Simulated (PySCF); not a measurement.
B(Me)(Et)(NMe2), SMILES CCB(C)N(C)C (C₅H₁₄BN) at its GFN2-xTB optimised geometry (Å):

```
21

B     -0.4986    -0.0352     0.0000
C     -1.3062    -1.4112    -0.0433
H     -1.1418    -2.0044     0.8557
H     -1.0160    -2.0328    -0.8892
H     -2.3786    -1.2505    -0.1215
C     -1.3379     1.3306     0.0000
C     -1.5424     1.8616    -1.4249
H     -0.8739     2.1178     0.5991
H     -2.3255     1.1651     0.4366
H     -2.0607     1.1218    -2.0310
H     -0.5865     2.0748    -1.8992
H     -2.1342     2.7761    -1.4216
N      0.8897    -0.0352     0.0000
C      1.7277     1.1436    -0.0122
C      1.7066    -1.2297    -0.0014
H      2.3786     1.1588     0.8688
H      2.3656     1.1459    -0.9025
H      1.1253     2.0449    -0.0165
H      2.3221    -1.2715    -0.9063
H      2.3782    -1.2301     0.8635
H      1.0862    -2.1178     0.0403
```

Level of theory: B3LYP/def2-SVP (PySCF 2.14.0).

Map of the electrostatic potential (hartree/e), clipped to [-0.08, 0.12] on the plane z = 1.0 Å:

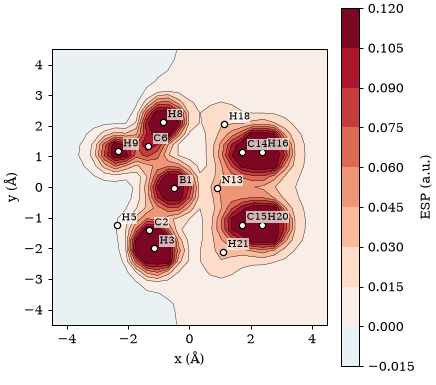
*Electrostatic potential (hartree/e), clipped to [-0.08, 0.12] on the plane z = 1.0 Å.*
